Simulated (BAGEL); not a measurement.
**HF/6-31G(d) (density fitting with qzvpp-jkfit, spherical functions) run of CHAlFO+ (SMILES [O+]#[C][AlH][F])**

What is the vertical ionisation energy of CHAlFO+ at HF/6-31G* (density fitting with qzvpp-jkfit, spherical functions)? 

Program for the calculation: BAGEL 1.2.2.

**1. The molecule**

The species is CHAlFO+ (5 atoms), meant as a singlet with charge +1. SMILES: `[O+]#[C][AlH][F]`. The shape comes from GFN2-xTB, which is rough for such elements, and wasn't checked as a minimum.

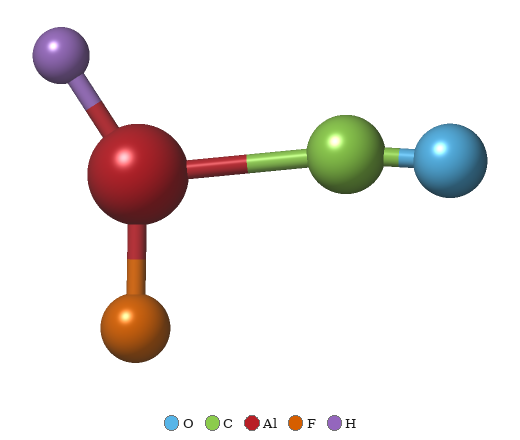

Viewed from a chosen angle; oxygen blue, carbon green, aluminium red, fluorine orange, hydrogen purple.

**2. A single-point energy at HF/6-31G(d) (density fitting with qzvpp-jkfit, spherical functions)**

Contents of input.json:

```json
{ "bagel" : [

{
  "title" : "molecule",
  "basis" : "6-31gs.json",
  "df_basis" : "qzvpp-jkfit",
  "angstrom" : "true",
  "geometry" : [
    { "atom" : "O", "xyz" : [    0.875470,   -1.765280,    1.316800 ] },
    { "atom" : "C", "xyz" : [    0.590070,   -0.886690,    0.714870 ] },
    { "atom" : "Al", "xyz" : [   -0.292060,    0.719910,   -0.510680 ] },
    { "atom" : "F", "xyz" : [   -1.742320,    0.033220,   -0.702740 ] },
    { "atom" : "H", "xyz" : [    0.568840,    1.898850,   -0.818240 ] }
  ]
},
{
  "title" : "hf",
  "charge" : 1
},
{
  "title" : "print",
  "file" : "orbitals.molden",
  "orbitals" : "true"
}

]}
```

The basis set 6-31G* is read from a file made from the Basis Set Exchange's data (not shown).

Run with:

```bash
$ BAGEL_NUM_THREADS=1 BAGEL input.json > input.out
```

Output:

```text
* using 1 threads per process

  ===============================================================
  ===============================================================

  *** Geometry ***

  { "atom" : "O", "xyz" : [      1.654399,     -3.335896,      2.488391 ] },
  { "atom" : "C", "xyz" : [      1.115071,     -1.675601,      1.350909 ] },
  { "atom" : "Al", "xyz" : [     -0.551913,      1.360433,     -0.965045 ] },
  { "atom" : "F", "xyz" : [     -3.292508,      0.062777,     -1.327986 ] },
  { "atom" : "H", "xyz" : [      1.074952,      3.588306,     -1.546250 ] },

  Number of auxiliary basis functions:      375

  Since a DF basis is specified, we compute 2- and 3-index integrals:
    o Being stored without compression. Storage requirement is 0.012 GB

  Number of basis functions:       62
  Number of electrons      :       37

    * METHOD: MOLECULE                             0.19

  *** RHF ***

  === Nuclear Repulsion ===
   125.0065862181

      * DIIS with orbital gradients will be used.

  === RHF iteration (6-31gs.json) ===
      0       -454.19318415          0.03091171           0.04
      1       -454.30073339          0.02654550           0.04
      2       -454.45669695          0.00235253           0.04
      3       -454.45816214          0.00133541           0.04
      4       -454.45862709          0.00011069           0.04
      5       -454.45863348          0.00002544           0.04
      6       -454.45863392          0.00000907           0.04
      7       -454.45863398          0.00000373           0.04
      8       -454.45863399          0.00000195           0.04
      9       -454.45863400          0.00000091           0.04
     10       -454.45863400          0.00000023           0.04
     11       -454.45863400          0.00000007           0.04
     12       -454.45863400          0.00000003           0.04
     13       -454.45863400          0.00000001           0.04
     14       -454.45863400          0.00000000           0.04
    * SCF iteration converged.

    * Permanent dipole moment:
           (   -1.186229,    -0.882279,     0.023408) a.u.

    * METHOD: HF                                   0.72

    * METHOD: PRINT                                0.01

  ===============================================================
```

Wall time 1.1 s (1 thread of Arm Neoverse N1, shared host); peak memory 0.085 GiB.

**3. Doublet [CHAlFO]2+, same level**

Contents of calc.json:

```json
{ "bagel" : [

{
  "title" : "molecule",
  "basis" : "6-31gs.json",
  "df_basis" : "qzvpp-jkfit",
  "angstrom" : true,
  "geometry" : [
    { "atom" : "O", "xyz" : [       0.875470,      -1.765280,       1.316800 ] },
    { "atom" : "C", "xyz" : [       0.590070,      -0.886690,       0.714870 ] },
    { "atom" : "Al", "xyz" : [      -0.292060,       0.719910,      -0.510680 ] },
    { "atom" : "F", "xyz" : [      -1.742320,       0.033220,      -0.702740 ] },
    { "atom" : "H", "xyz" : [       0.568840,       1.898850,      -0.818240 ] }
  ]
},

{ "title" : "uhf", "charge" : 2, "nopen" : 1 },

{ "title" : "print", "file" : "orbitals.molden", "orbitals" : true }

]}
```

The basis set 6-31G* is read from a file made from the Basis Set Exchange's data (not shown).

Run with:

```bash
$ BAGEL_NUM_THREADS=1 BAGEL calc.json > calc.out
```

Output:

```text
* using 1 threads per process

  ===============================================================
  ===============================================================

  *** Geometry ***

  { "atom" : "O", "xyz" : [      1.654399,     -3.335896,      2.488391 ] },
  { "atom" : "C", "xyz" : [      1.115071,     -1.675601,      1.350909 ] },
  { "atom" : "Al", "xyz" : [     -0.551913,      1.360433,     -0.965045 ] },
  { "atom" : "F", "xyz" : [     -3.292508,      0.062777,     -1.327986 ] },
  { "atom" : "H", "xyz" : [      1.074952,      3.588306,     -1.546250 ] },

  Number of auxiliary basis functions:      375

  Since a DF basis is specified, we compute 2- and 3-index integrals:
    o Being stored without compression. Storage requirement is 0.012 GB

  Number of basis functions:       62
  Number of electrons      :       37

    * METHOD: MOLECULE                             0.19

  *** Open-shell HF ***

  === Nuclear Repulsion ===
   125.0065862181

      * DIIS with orbital gradients will be used.

  === UHF iteration (6-31gs.json) ===
      0       -453.37134521          0.06774723           0.07
      1       -453.43204155          0.07202301           0.07
      2       -453.52160729          0.06195532           0.07
      3       -453.74874264          0.00536415           0.07
      4       -453.75513769          0.00327735           0.07
      5       -453.75865568          0.00168042           0.07
      6       -453.76058300          0.00065556           0.07
      7       -453.76109231          0.00034723           0.07
      8       -453.76128803          0.00013686           0.07
      9       -453.76133406          0.00007562           0.07
     10       -453.76134338          0.00003802           0.07
     11       -453.76134855          0.00002145           0.07
     12       -453.76135022          0.00001353           0.07
     13       -453.76135097          0.00000479           0.07
     14       -453.76135123          0.00000176           0.07
     15       -453.76135138          0.00000073           0.07
     16       -453.76135146          0.00000068           0.07
     17       -453.76135149          0.00000057           0.07
     18       -453.76135154          0.00000059           0.07
     19       -453.76135154          0.00000058           0.07
     20       -453.76135155          0.00000058           0.07
     21       -453.76135159          0.00000057           0.07
     22       -453.76135164          0.00000054           0.07
     23       -453.76135170          0.00000051           0.07
     24       -453.76135185          0.00000038           0.07
     25       -453.76135188          0.00000020           0.07
     26       -453.76135189          0.00000012           0.07
     27       -453.76135189          0.00000008           0.07
     28       -453.76135189          0.00000005           0.07
     29       -453.76135189          0.00000004           0.07
     30       -453.76135189          0.00000003           0.07
     31       -453.76135189          0.00000002           0.07
     32       -453.76135189          0.00000001           0.07
     33       -453.76135189          0.00000001           0.07
    * SCF iteration converged.

    * S^2 (UHF) is 0.7544

    * Permanent dipole moment:
           (   -2.092837,    -3.463893,     1.083915) a.u.

    * METHOD: UHF                                  2.68

    * METHOD: PRINT                                0.02

  ===============================================================
```

It took 3.3 s on 1 thread of Arm Neoverse N1, shared host; peak memory 0.085 GiB.

**4. Outcome**

Level: HF/6-31G* (density fitting with qzvpp-jkfit, spherical functions).

| quantity | value |
| --- | --- |
| singlet CHAlFO+: total energy | -454.45863 Eh |
| singlet CHAlFO+: HOMO energy | -20.09 eV |
| singlet CHAlFO+: LUMO energy | -5.05 eV |
| singlet CHAlFO+: HOMO–LUMO gap | 15.03 eV |
| doublet [CHAlFO]2+: total energy | -453.76135 Eh |
| doublet [CHAlFO]2+: ⟨S²⟩ | 0.754 |
| vertical ionisation energy (to the doublet dication) | 18.974 eV |

What this shows: The vertical ionisation energy comes to 18.97 eV (1831 kJ/mol). −ε(HOMO) before ionisation, 20.09 eV, is 1.11 eV above this ionisation energy.
